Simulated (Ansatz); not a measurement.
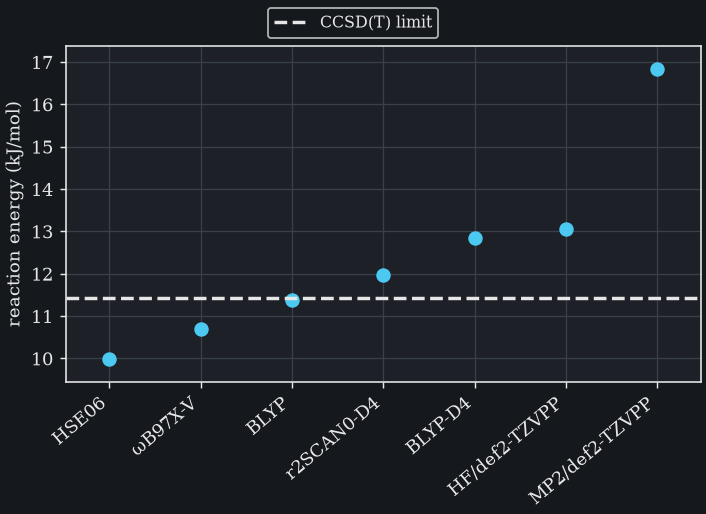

Electronic reaction energy of GePH₅S ([PH2][GeH2][SH]) + SiH₄ ([SiH4]) → GeSiH₆S ([SiH3][GeH2][SH]) + PH₃ (P) (SMILES in brackets) at several levels (functionals in def2-TZVPP unless a basis is named), isolated molecules at PBE0-D4 triple-zeta geometries, minima by their frequencies, no zero-point or thermal terms, the Ansatz code. The line is frozen-core CCSD(T) at the basis limit (MP2 extrapolated from triple and quadruple zeta, plus CCSD(T) less MP2 in a smaller set). No dispersion term is added to HSE06 and BLYP. The distance of MP2/def2-TZVPP to the limit includes basis error.

### What do zero-point energy and temperature add?

Zero-point change −0.8 kJ/mol; at 298.15 K and 1 bar the CCSD(T) limit plus thermal terms gives an enthalpy of reaction of 11.7 and a free energy of 5.9 kJ/mol (harmonic PBE0-D4 modes, ideal gas).

### What range do the values span, the line included?

From 10.0 kJ/mol (HSE06) to 16.8 kJ/mol (MP2/def2-TZVPP).

Note: no scalar relativity up to krypton; outer-core shells are correlated without core-valence functions, which makes the correlated values less sure.
